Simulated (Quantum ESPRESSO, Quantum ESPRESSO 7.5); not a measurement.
# Re(0001), 4 layers: test of the smearing

Wanted: the cheapest sound input for Re(0001), 4 layers, from a series that sets result against time.

Program: Quantum ESPRESSO 7.5. Level of theory: plane-wave DFT, PBE, GBRV ultrasoft pseudopotentials. Results are calculated unless marked as measured.

## 1. The starting structure

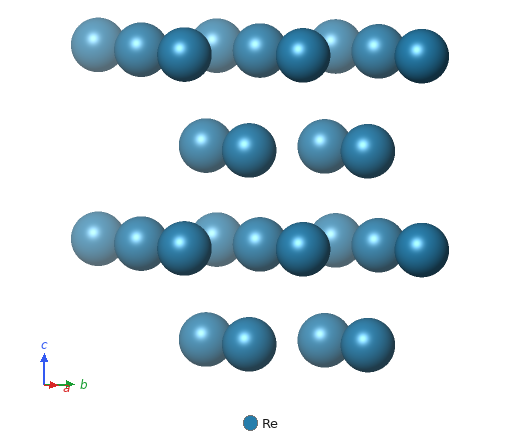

The cell as given, from the side, with the c axis up (rhenium blue). 2×2×1 cells are drawn. Some periodic images of atoms are drawn too.

The cell holds 4 atoms: 4 Re. Its edges and angles: a = 2.760 Å, b = 2.760 Å, c = 22.686 Å, α = 90.0°, β = 90.0°, γ = 60.0°. It derives from Re. Vacuum lies along c.

## 2. Self-consistent run: mv smearing, 0.01 Ry

The first run is the reference of the series.

The input, c0.in:

```
&control
  prefix = 'c0'
  outdir = './out'
  pseudo_dir = './pseudo'
  calculation = 'scf'
  tprnfor = .true.
/
&system
  ibrav = 0
  nat = 4
  ntyp = 1
  ecutwfc = 40
  ecutrho = 200
  occupations = 'smearing'
  smearing = 'mv'
  degauss = 0.01
  assume_isolated = 'esm'
  esm_bc = 'bc1'
/
&electrons
  conv_thr = 1e-07
  mixing_beta = 0.4
  electron_maxstep = 120
  mixing_mode = 'local-TF'
/
ATOMIC_SPECIES
  Re  186.2070  re_pbe_v1.2.uspp.F.UPF
CELL_PARAMETERS angstrom
  2.76000000000000 0.00000000000000 0.00000000000000
  1.38000000000000 2.39023011444505 0.00000000000000
  0.00000000000000 0.00000000000000 22.68610000000000
ATOMIC_POSITIONS crystal
  Re  0.666666666700 0.666666666700 -0.147361159477
  Re  0.000000000000 0.000000000000 -0.049120386492
  Re  0.666666666700 0.666666666700 0.049120386492
  Re  0.000000000000 0.000000000000 0.147361159477
K_POINTS automatic
  12 12 1 0 0 0
```

The run is started by

```console
OMP_NUM_THREADS=1 mpirun -n 4 pw.x -nk 4 -in c0.in > c0.out
```

Log:

```text
Program PWSCF v.7.5 starts
[citation notice left out]

     Parallel version (MPI & OpenMP), running on       4 processor cores
     Number of MPI processes:                 4
     Threads/MPI process:                     1

     MPI processes distributed on     1 nodes
[...]
Current dimensions of program PWSCF are:
     Max number of different atomic species (ntypx) = 10
     Max number of k-points (npk) =  40000
     Max angular momentum in pseudopotentials (lmaxx) =  4
     Message from routine setup:
     using ibrav=0 with symmetry is DISCOURAGED, use correct ibrav instead

     K-points division:     npool     =       4
     Subspace diagonalization in iterative solution of the eigenvalue problem:
     a serial algorithm will be used

     G-vector sticks info
     --------------------
     sticks:   dense  smooth     PW     G-vecs:    dense   smooth      PW
     Sum         379     301     97                48295    34661    6387

     Using Slab Decomposition

     bravais-lattice index     =            0
     lattice parameter (alat)  =       5.2156  a.u.
     unit-cell volume          =    1009.9625 (a.u.)^3
     number of atoms/cell      =            4
     number of atomic types    =            1
     number of electrons       =        60.00
     number of Kohn-Sham states=           36
     kinetic-energy cutoff     =      40.0000  Ry
     charge density cutoff     =     200.0000  Ry
     scf convergence threshold =      1.0E-07
     mixing beta               =       0.4000
     number of iterations used =            8  local-TF  mixing
     Exchange-correlation= SLA  PW   PBE  PBE
                           (   1   4   3   4   0   0   0)

     Effective Screening Medium Method
     =================================
     Boundary Conditions: Vacuum-Slab-Vacuum
     total charge in unit cell        =   0.0000
     grid points for fit at edges     =        4

     celldm(1)=   5.215644  celldm(2)=   0.000000  celldm(3)=   0.000000
     celldm(4)=   0.000000  celldm(5)=   0.000000  celldm(6)=   0.000000

     crystal axes: (cart. coord. in units of alat)
               a(1) = (   1.000000   0.000000   0.000000 )
               a(2) = (   0.500000   0.866025   0.000000 )
               a(3) = (   0.000000   0.000000   8.219601 )

     reciprocal axes: (cart. coord. in units 2 pi/alat)
               b(1) = (  1.000000 -0.577350  0.000000 )
               b(2) = (  0.000000  1.154701  0.000000 )
               b(3) = (  0.000000  0.000000  0.121660 )

     PseudoPot. # 1 for Re read from file:
     ./pseudo/re_pbe_v1.2.uspp.F.UPF
     Pseudo is Ultrasoft + core correction, Zval = 15.0
     Generated by new atomic code, or converted to UPF format
     Using radial grid of  981 points,  8 beta functions with:
                l(1) =   0
                l(2) =   0
                l(3) =   1
                l(4) =   1
                l(5) =   2
                l(6) =   2
                l(7) =   3
                l(8) =   3
     Q(r) pseudized with  8 coefficients,  rinner =    1.150   1.150   1.150
                                                       1.150   1.150   1.150
                                                       1.150

     atomic species   valence    mass     pseudopotential
     Re               15.00   186.20700     Re( 1.00)

     12 Sym. Ops., with inversion, found ( 6 have fractional translation)

   Cartesian axes

     site n.     atom                  positions (alat units)
         1        Re     tau(   1) = (   1.0000000   0.5773503  -1.2112500  )
         2        Re     tau(   2) = (   0.0000000   0.0000000  -0.4037500  )
         3        Re     tau(   3) = (   1.0000000   0.5773503   0.4037500  )
         4        Re     tau(   4) = (   0.0000000   0.0000000   1.2112500  )

     number of k points=    19  Marzari-Vanderbilt smearing, width (Ry)=  0.0100
                       cart. coord. in units 2pi/alat
        k(    1) = (   0.0000000   0.0000000   0.0000000), wk =   0.0138889
        k(    2) = (   0.0000000   0.0962250   0.0000000), wk =   0.0833333
        k(    3) = (   0.0000000   0.1924501   0.0000000), wk =   0.0833333
        k(    4) = (   0.0000000   0.2886751   0.0000000), wk =   0.0833333
        k(    5) = (   0.0000000   0.3849002   0.0000000), wk =   0.0833333
        k(    6) = (   0.0000000   0.4811252   0.0000000), wk =   0.0833333
        k(    7) = (   0.0000000  -0.5773503   0.0000000), wk =   0.0416667
        k(    8) = (   0.0833333   0.1443376   0.0000000), wk =   0.0833333
        k(    9) = (   0.0833333   0.2405626   0.0000000), wk =   0.1666667
        k(   10) = (   0.0833333   0.3367877   0.0000000), wk =   0.1666667
[...]
k(   19) = (   0.3333333  -0.5773503   0.0000000), wk =   0.0277778

     Dense  grid:    48295 G-vectors     FFT dimensions: (  24,  24, 200)

     Smooth grid:    34661 G-vectors     FFT dimensions: (  24,  24, 180)

     Estimated max dynamical RAM per process >     157.76 MB

     Estimated total dynamical RAM >     595.68 MB

     Initial potential from superposition of free atoms

     starting charge      57.9998, renormalised to      60.0000

     negative rho (up, down):  5.218E-01 0.000E+00
     Starting wfcs are   52 randomized atomic wfcs

     total cpu time spent up to now is        3.2 secs

     per-process dynamical memory:    51.8 Mb

     Self-consistent Calculation

     iteration #  1     ecut=    40.00 Ry     beta= 0.40
     Davidson diagonalization with overlap
     ethr =  1.00E-02,  avg # of iterations =  1.7

     Threshold (ethr) on eigenvalues was too large:
     Diagonalizing with lowered threshold

     Davidson diagonalization with overlap
     ethr =  9.25E-04,  avg # of iterations =  4.4

     negative rho (up, down):  5.243E-01 0.000E+00

     total cpu time spent up to now is        7.5 secs

     total energy              =    -762.57293375 Ry
     estimated scf accuracy    <       0.85965149 Ry

     iteration #  2     ecut=    40.00 Ry     beta= 0.40
[...]
negative rho (up, down):  5.360E-01 0.000E+00

[...]
total energy              =    -762.28128815 Ry
     estimated scf accuracy    <       0.47417490 Ry

     iteration #  3     ecut=    40.00 Ry     beta= 0.40
[...]
negative rho (up, down):  5.342E-01 0.000E+00

[...]
total energy              =    -762.42965591 Ry
     estimated scf accuracy    <       0.05336682 Ry

     iteration #  4     ecut=    40.00 Ry     beta= 0.40
[...]
iteration #  6     ecut=    40.00 Ry     beta= 0.40
[...]
c_bands:  1 eigenvalues not converged
     c_bands:  3 eigenvalues not converged
[...]
negative rho (up, down):  5.361E-01 0.000E+00

[...]
total energy              =    -762.45981029 Ry
     estimated scf accuracy    <       0.00723643 Ry

     iteration #  7     ecut=    40.00 Ry     beta= 0.40
[...]
negative rho (up, down):  5.289E-01 0.000E+00

[...]
total energy              =    -762.45477480 Ry
     estimated scf accuracy    <       0.01207980 Ry

     iteration #  8     ecut=    40.00 Ry     beta= 0.40
[...]
negative rho (up, down):  5.284E-01 0.000E+00

[...]
total energy              =    -762.45711180 Ry
     estimated scf accuracy    <       0.00020477 Ry

     iteration #  9     ecut=    40.00 Ry     beta= 0.40
[...]
negative rho (up, down):  5.303E-01 0.000E+00

[...]
total energy              =    -762.45682058 Ry
     estimated scf accuracy    <       0.00131572 Ry

     iteration # 10     ecut=    40.00 Ry     beta= 0.40
[...]
negative rho (up, down):  5.298E-01 0.000E+00

[...]
total energy              =    -762.45763572 Ry
     estimated scf accuracy    <       0.00028239 Ry

     iteration # 11     ecut=    40.00 Ry     beta= 0.40
[...]
negative rho (up, down):  5.297E-01 0.000E+00

[...]
total energy              =    -762.45771148 Ry
     estimated scf accuracy    <       0.00024783 Ry

     iteration # 12     ecut=    40.00 Ry     beta= 0.40
[...]
negative rho (up, down):  5.293E-01 0.000E+00

[...]
total energy              =    -762.45771110 Ry
     estimated scf accuracy    <       0.00020203 Ry

     iteration # 13     ecut=    40.00 Ry     beta= 0.40
[...]
negative rho (up, down):  5.292E-01 0.000E+00

[...]
total energy              =    -762.45770301 Ry
     estimated scf accuracy    <       0.00004474 Ry

     iteration # 14     ecut=    40.00 Ry     beta= 0.40
[...]
negative rho (up, down):  5.291E-01 0.000E+00

[...]
total energy              =    -762.45760957 Ry
     estimated scf accuracy    <       0.00001618 Ry

     iteration # 15     ecut=    40.00 Ry     beta= 0.40
[...]
negative rho (up, down):  5.291E-01 0.000E+00

[...]
total energy              =    -762.45764346 Ry
     estimated scf accuracy    <       0.00000171 Ry

     iteration # 16     ecut=    40.00 Ry     beta= 0.40
[...]
negative rho (up, down):  5.291E-01 0.000E+00

[...]
total energy              =    -762.45763638 Ry
     estimated scf accuracy    <       0.00000049 Ry

     iteration # 17     ecut=    40.00 Ry     beta= 0.40
[...]
negative rho (up, down):  5.293E-01 0.000E+00

[...]
total energy              =    -762.45758329 Ry
     estimated scf accuracy    <       0.00000114 Ry

     iteration # 18     ecut=    40.00 Ry     beta= 0.40
[...]
negative rho (up, down):  5.293E-01 0.000E+00

[...]
total energy              =    -762.45757572 Ry
     estimated scf accuracy    <       0.00000057 Ry

     iteration # 19     ecut=    40.00 Ry     beta= 0.40
[...]
negative rho (up, down):  5.293E-01 0.000E+00

[...]
total energy              =    -762.45757362 Ry
     estimated scf accuracy    <       0.00000011 Ry

     iteration # 20     ecut=    40.00 Ry     beta= 0.40
[...]
negative rho (up, down):  5.293E-01 0.000E+00

[...]
End of self-consistent calculation

          k = 0.0000 0.0000 0.0000 (  4287 PWs)   bands (ev):

   -84.9939 -84.9545 -84.9146 -84.8923 -47.3608 -47.0644 -46.6818 -46.3795
   -46.3795 -46.3522 -46.3046 -46.3046 -46.2179 -46.2179 -46.2049 -46.2049
   -14.4015 -12.9902 -11.7608 -11.6016  -7.2419  -7.0190  -6.7996  -6.7665
    -6.7665  -6.6182  -6.6182  -6.1366  -6.1366  -5.9111  -5.9111  -5.4485
    -4.5259  -4.2849  -4.2849  -3.1545

          k = 0.0000 0.0962 0.0000 (  4297 PWs)   bands (ev):

   -84.9875 -84.9491 -84.9102 -84.8889 -47.3393 -47.0572 -46.6937 -46.4369
   -46.3979 -46.3780 -46.3513 -46.3196 -46.2667 -46.2588 -46.2311 -46.2162
   -14.1224 -12.7182 -11.4677 -11.3219  -7.4095  -7.3296  -7.1607  -6.8473
    -6.5383  -6.4846  -6.4122  -6.2773  -6.1586  -5.9159  -5.6860  -5.4603
    -5.1300  -4.4203  -4.3636  -3.2476

          k = 0.0000 0.1925 0.0000 (  4325 PWs)   bands (ev):

   -84.9698 -84.9341 -84.8984 -84.8796 -47.2797 -47.0456 -46.7523 -46.5851
   -46.4965 -46.4515 -46.4474 -46.4295 -46.3607 -46.3213 -46.2672 -46.2475
   -13.3545 -12.0051 -10.7067 -10.6114  -8.1319  -7.7805  -7.6786  -7.1222
    -7.0124  -6.3666  -6.3154  -5.9370  -5.9300  -5.9226  -5.4678  -5.3555
    -5.0695  -4.4821  -4.3782  -3.4066

          k = 0.0000 0.2887 0.0000 (  4317 PWs)   bands (ev):

   -84.9447 -84.9135 -84.8826 -84.8677 -47.1999 -47.0731 -46.8976 -46.7664
   -46.6678 -46.6403 -46.5164 -46.5127 -46.4166 -46.3705 -46.3165 -46.2907
   -12.3369 -11.2346 -10.0627 -10.0467  -8.7418  -8.2779  -8.0784  -7.4473
    -7.0920  -6.6872  -6.3713  -6.2617  -5.9053  -5.2889  -4.7937  -4.5689
    -4.1436  -4.0892  -3.6802  -3.2488

          k = 0.0000 0.3849 0.0000 (  4331 PWs)   bands (ev):

   -84.9180 -84.8924 -84.8671 -84.8572 -47.1896 -47.1744 -47.0400 -46.9510
   -46.8313 -46.7233 -46.5760 -46.5438 -46.4722 -46.4261 -46.3658 -46.3344
   -11.5356 -10.9597 -10.2473 -10.1110  -9.1282  -8.7348  -8.4383  -6.9780
    -6.6430  -6.5166  -6.2202  -5.9462  -5.5072  -5.1215  -3.7388  -3.5988
    -3.5581  -2.8119  -2.4930  -2.3538

          k = 0.0000 0.4811 0.0000 (  4339 PWs)   bands (ev):

   -84.8966 -84.8768 -84.8564 -84.8510 -47.3175 -47.2758 -47.1189 -47.0804
   -46.8627 -46.7141 -46.6213 -46.5597 -46.5124 -46.4840 -46.4017 -46.3665
   -11.2897 -11.0801 -10.6236 -10.2313  -9.4130  -9.1285  -8.5689  -7.1395
    -6.4690  -6.1543  -5.8077  -5.1932  -4.7835  -3.9791  -3.4339  -2.8422
    -2.1696  -1.7172  -1.5425  -1.2198

[...]
the Fermi energy is    -5.1212 ev

!    total energy              =    -762.45756487 Ry
     estimated scf accuracy    <       0.00000002 Ry
     smearing contrib. (-TS)   =       0.00059173 Ry
     internal energy E=F+TS    =    -762.45815660 Ry

     The total energy is F=E-TS. E is the sum of the following terms:
     one-electron contribution =   10510.25823474 Ry
     hartree contribution      =   -5278.71527642 Ry
     xc contribution           =    -210.05432781 Ry
     ewald contribution        =   -5783.94678711 Ry

     convergence has been achieved in  20 iterations

     negative rho (up, down):  5.293E-01 0.000E+00

     Forces acting on atoms (cartesian axes, Ry/au):

     atom    1 type  1   force =     0.00000000    0.00000000    0.03894836
     atom    2 type  1   force =     0.00000000    0.00000000   -0.05959068
     atom    3 type  1   force =     0.00000000    0.00000000    0.05959068
     atom    4 type  1   force =     0.00000000    0.00000000   -0.03894836

     Total force =     0.100678     Total SCF correction =     0.000711

[...]
=------------------------------------------------------------------------------=
   JOB DONE.
=------------------------------------------------------------------------------=
[...]
```

Run time: 68 s. Hardware: 4 MPI ranks of Intel Xeon 6975P-C (Granite Rapids), shared host; peak memory 0.69 GiB; 4.5 min of CPU time.

Numbers from this step:

| Quantity | Value |
| --- | --- |
| free energy | -10373.7636 eV |
| Fermi energy | -5.121 eV |
| vacuum line at the lower end of the cell, over the Fermi level | 5.121 eV |
| vacuum line at the upper end of the cell, over the Fermi level | 5.121 eV |

The potential energy, planar mean oscillates, so the rows of the table below give means over windows of 2 Å about each position, cut where the curve ends. Its maxima inside the range that stand out by 2 % of the span (Å: eV): -2.3: -2.07, 0.0: -2.22, 2.3: -2.07. Its minima: -3.2: -14.4, -1.2: -14.6, 1.2: -14.6, 3.2: -14.4.

Electrostatic potential energy of an electron; zero at the Fermi level. Table of potential energy, planar mean by z; means over each step:

```
z (Å)  potential energy, planar mean (eV)
  -10                                5.12
   -8                                5.12
   -6                                4.88
   -4                               -6.83
   -2                               -9.16
    0                               -9.24
    2                               -9.16
    4                               -6.83
    6                                4.88
    8                                5.12
   10                                5.12
```

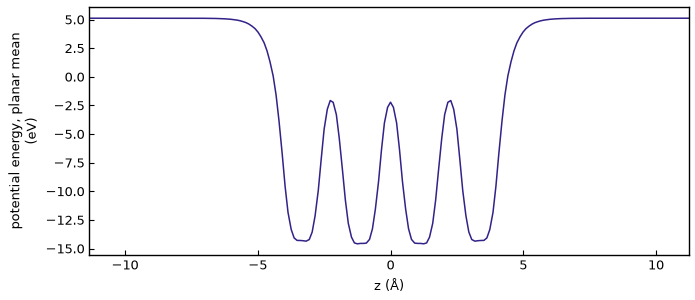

Potential energy, planar mean, plotted against z.

The program's own clock; routines nest. Time by routine:

```
     routine  wall time (s)  calls
       PWSCF          66.81      1
   electrons          63.04      1
     c_bands          43.77     21
     cegterg          34.59    105
       h_psi           25.6    776
    vloc_psi           20.5    776
        fftw          20.36  29776
    sum_band           9.13     21
     mix_rho            5.4     21
        newd            3.9     21
      calbec           3.43    901
        ffts           3.11   2379
    init_run           2.87      1
h_psi:calbec           2.63    776
```

The vacuum levels are read from the outermost 0.7 Å of the cell on either side.

The run needed 20 iterations to bring the estimated error under 1e-07 Ry; the largest force on any atom, held or free, is 1.53 eV/Å, so this geometry is far from relaxed and its levels are not those of the real material.

Inside the slab this potential holds the local part of the pseudopotentials, which can be repulsive at the nuclei; only its value in the vacuum has a meaning of its own.

## 3. SCF with pw.x: mv smearing, 0.02 Ry

c1.in is the input of step 2 with these lines changed:

```diff
@@ -1,3 +1,3 @@
 &control
-  prefix = 'c0'
+  prefix = 'c1'
   outdir = './out'
@@ -15,3 +15,3 @@
   smearing = 'mv'
-  degauss = 0.01
+  degauss = 0.02
   assume_isolated = 'esm'
```

The run is started by

```console
OMP_NUM_THREADS=1 mpirun -n 4 pw.x -nk 4 -in c1.in > c1.out
```

Log:

```text
[banner, memory and clock lines left out]
Program PWSCF v.7.5 starts
[...]
Message from routine setup:
[...]
number of electrons       =        60.00
     number of Kohn-Sham states=           36
     kinetic-energy cutoff     =      40.0000  Ry
     charge density cutoff     =     200.0000  Ry
[...]
number of k points=    19  Marzari-Vanderbilt smearing, width (Ry)=  0.0200
[...]
Dense  grid:    48295 G-vectors     FFT dimensions: (  24,  24, 200)
[...]
negative rho (up, down):  5.218E-01 0.000E+00
     Starting wfcs are   52 randomized atomic wfcs
[...]
negative rho (up, down):  5.243E-01 0.000E+00
[...]
estimated scf accuracy    <       0.85349692 Ry
[...]
negative rho (up, down):  5.364E-01 0.000E+00
[...]
estimated scf accuracy    <       0.47185801 Ry
[...]
negative rho (up, down):  5.355E-01 0.000E+00
[...]
estimated scf accuracy    <       0.04080613 Ry
[...]
negative rho (up, down):  5.364E-01 0.000E+00
[...]
estimated scf accuracy    <       0.01981977 Ry
[...]
negative rho (up, down):  5.344E-01 0.000E+00
[...]
estimated scf accuracy    <       0.00753847 Ry
[...]
negative rho (up, down):  5.308E-01 0.000E+00
[...]
estimated scf accuracy    <       0.00162955 Ry
[...]
negative rho (up, down):  5.310E-01 0.000E+00
[...]
estimated scf accuracy    <       0.00178475 Ry
[...]
negative rho (up, down):  5.303E-01 0.000E+00
[...]
estimated scf accuracy    <       0.00072451 Ry
[...]
negative rho (up, down):  5.296E-01 0.000E+00
[...]
estimated scf accuracy    <       0.00013883 Ry
[...]
negative rho (up, down):  5.294E-01 0.000E+00
[...]
estimated scf accuracy    <       0.00003881 Ry
[...]
negative rho (up, down):  5.293E-01 0.000E+00
[...]
estimated scf accuracy    <       0.00008150 Ry
[...]
negative rho (up, down):  5.292E-01 0.000E+00
[...]
estimated scf accuracy    <       0.00002525 Ry
[...]
negative rho (up, down):  5.292E-01 0.000E+00
[...]
estimated scf accuracy    <       0.00000311 Ry
[...]
negative rho (up, down):  5.294E-01 0.000E+00
[...]
estimated scf accuracy    <       0.00000236 Ry
[...]
negative rho (up, down):  5.294E-01 0.000E+00
[...]
estimated scf accuracy    <       0.00000273 Ry
[...]
negative rho (up, down):  5.293E-01 0.000E+00
[...]
estimated scf accuracy    <       0.00000242 Ry
[...]
negative rho (up, down):  5.293E-01 0.000E+00
[...]
estimated scf accuracy    <       0.00000025 Ry
[...]
negative rho (up, down):  5.294E-01 0.000E+00
[...]
the Fermi energy is    -5.1048 ev
!    total energy              =    -762.45681993 Ry
     estimated scf accuracy    <       0.00000006 Ry
     smearing contrib. (-TS)   =       0.00178030 Ry
     internal energy E=F+TS    =    -762.45860023 Ry
[...]
one-electron contribution =   10510.38327022 Ry
     hartree contribution      =   -5278.84306296 Ry
     xc contribution           =    -210.05202038 Ry
     ewald contribution        =   -5783.94678711 Ry
     convergence has been achieved in  18 iterations
     negative rho (up, down):  5.294E-01 0.000E+00
[...]
Total force =     0.097509     Total SCF correction =     0.001744
[...]
```

It took 58 s on 4 MPI ranks; peak memory 0.72 GiB.

Read from the output:

* free energy: -10373.7535 eV
* Fermi energy: -5.105 eV
* vacuum line at the lower end of the cell, over the Fermi level: 5.105 eV
* vacuum line at the upper end of the cell, over the Fermi level: 5.105 eV

The program's own clock; routines nest. Time by routine:

```
     routine  wall time (s)  calls
       PWSCF          57.48      1
   electrons          53.69      1
     c_bands          36.84     19
     cegterg          27.84     95
       h_psi           20.1    710
    vloc_psi          15.51    710
        fftw          14.93  25904
    sum_band           7.99     19
     mix_rho           4.59     19
        newd           3.54     19
      calbec           3.09    825
    init_run           3.05      1
        ffts           2.69   2093
h_psi:calbec           2.37    710
```

Counted from each run's own zero (the Fermi level), the vacuum level differs from the first run's by -16 meV.

(Continued in part 2 of 3.)

[Logs are printed without paths, hosts, clocks, repeated set-up lines and the standing remarks that a program may print on its own settings, such as how far it seeks lower states.]

[Hosts, paths, dates, database ids (printed as entryN), source tags and the programs' standing remarks are cut or masked in the printed files.]

[Maps of the electrostatic potential energy from Ansatz leave out the sawtooth potential of an applied field or a dipole correction, so their vacuum need not be flat; planar profiles and work functions include it.]
